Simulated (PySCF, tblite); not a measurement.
# C6H9O2 radical: geometry, infrared bands and EPR parameters

What infrared bands and EPR parameters should C6H9O2 radical (`[CH2]/C(=C\OC=O)CC`) show?

Computed with tblite 0.8.0 and PySCF 2.14.0, with density-fitted response routines of our own, on a single molecule in the gas phase. Atoms are numbered from 0 throughout.

### 1 The starting structure

17 atoms, charge 0, multiplicity 2; geometry from: force field or distance geometry start.

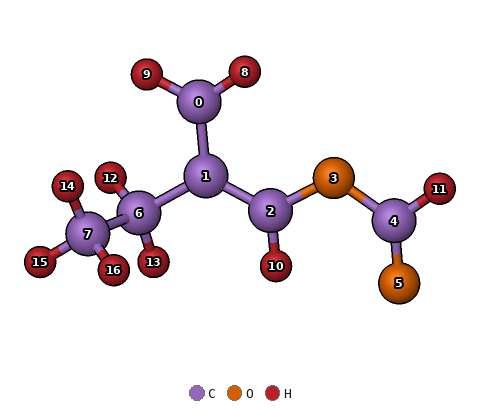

The starting geometry (carbon purple, oxygen orange, hydrogen red), atoms numbered.

### 2 Optimising the geometry with GFN2-xTB

Job settings and geometry (Å):

```
{"job": {"kind": "relax", "xc": "GFN2-xTB", "basis": "xTB"}, "charge": 0, "multiplicity": 2}
C     -0.034400     1.722900     0.690100
C     -0.082900     0.472000    -0.027900
C      1.025300    -0.299400    -0.172100
O      2.268100     0.053300     0.333600
C      3.278800    -0.840000     0.102400
O      3.224600    -1.892100    -0.524700
C     -1.405100     0.061400    -0.617700
C     -2.379200    -0.446700     0.440000
H      0.878300     2.082500     1.145200
H     -0.933300     2.346300     0.750500
H      0.996000    -1.237200    -0.717200
H      4.194400    -0.446200     0.559400
H     -1.854300     0.906400    -1.142800
H     -1.255000    -0.731000    -1.366000
H     -2.631300     0.332900     1.171500
H     -3.322200    -0.762500    -0.030000
H     -1.974900    -1.310600     0.975700
```

Run with:

```bash
$ OMP_NUM_THREADS=1 python probes_run.py task.json out
```

This one command runs all jobs of the session in turn.

**Question.** This job is followed by: GFN2-xTB harmonic vibrations, gas phase; UKS B3LYP, pcH-1 on C H O, non-relativistic, mean-field spin-orbit, GIAO. Predict these results of the whole session: strongest single infrared mode (GFN2-xTB); zero-point energy (GFN2-xTB); g(iso) (B3LYP); ⟨S²⟩; largest a(iso) (averaged by class); potential on the surface of density 0.002 e/bohr³, 1st and 99th percentile.

The runs gave:

| quantity | value |
| --- | --- |
| strongest single infrared mode (GFN2-xTB) | 1746 cm⁻¹, 784 km/mol |
| zero-point energy (GFN2-xTB) | 84.6 kcal/mol |
| g(iso) (B3LYP) | 2.00273 |
| ⟨S²⟩ | 0.775 (exact 0.75) |
| largest a(iso) (averaged by class) | 13C on C2, 62.9 MHz |
| potential on the surface of density 0.002 e/bohr³, 1st and 99th percentile | -1.48 V and 1.25 V |

Over 105 steps the energy fell by 0.241 eV; of the close pairs, C0–C1 changed most, 1.443 to 1.366 Å. No mode is imaginary among the 45: a minimum at this level. The strongest single mode, at 1746 cm⁻¹, moves mainly C4 and O5. Unscaled tight-binding wavenumbers are off by several per cent, some by more. Its intensities can rank the bands wrongly. The largest spin populations lie on C2 (0.64 e), C0 (0.63 e). The isotropic g lies 0.4 ppt above the free-electron value. These values are for one conformer; the search (at its own cheap level) found 2 more, at 0.00, 5.81 kcal/mol (those within 0.05 may be mirror or relabelled copies), and measured spectra average over such forms.
